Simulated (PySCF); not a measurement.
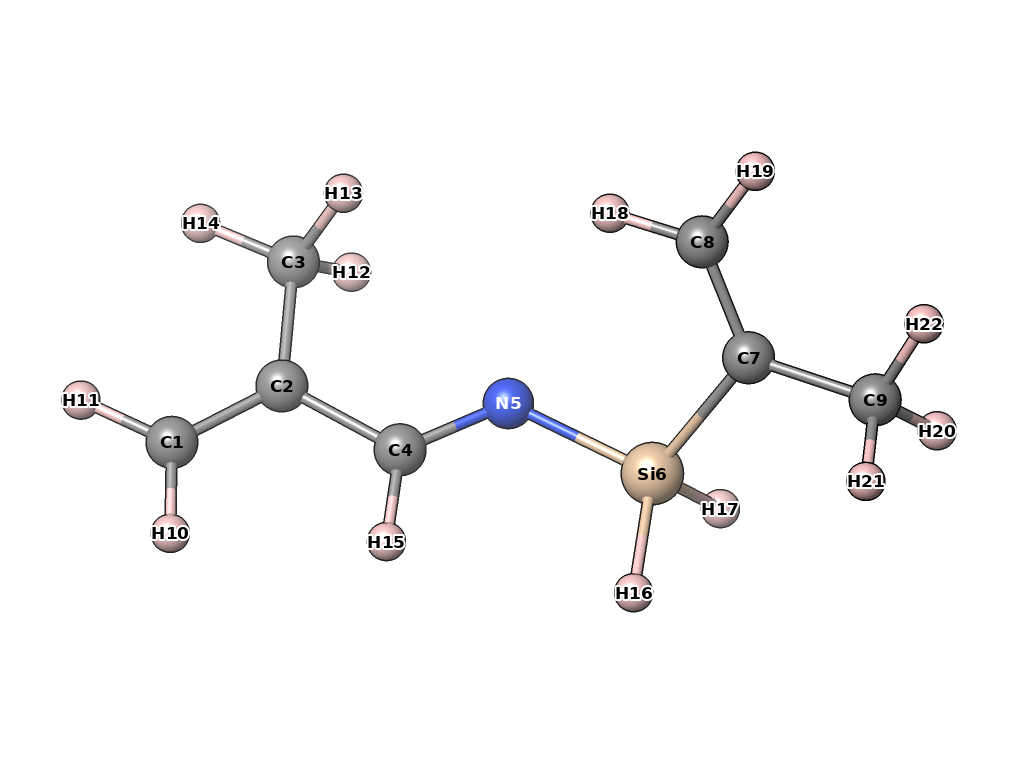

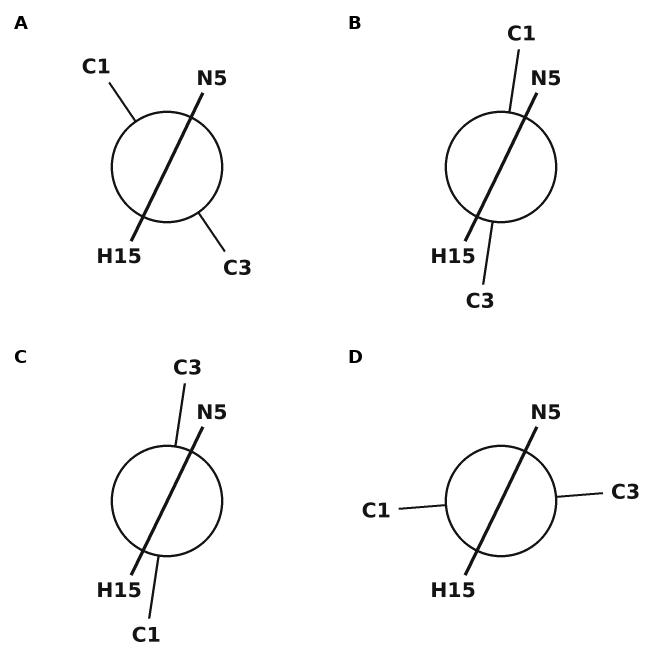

Distant atoms are faded towards the background colour. Bonds that would overlap in a projection are set slightly apart. The computed structure is the end point of a PBE0-D3(BJ)/def2-SVP optimisation. No frequency run is at hand to confirm it as a minimum.

Question: Which Newman projection shows the view along C4–C2, with C4 in front?

Answer: C. The torsion angle N5–C4–C2–C3 is 0°, synperiplanar (eclipsed).
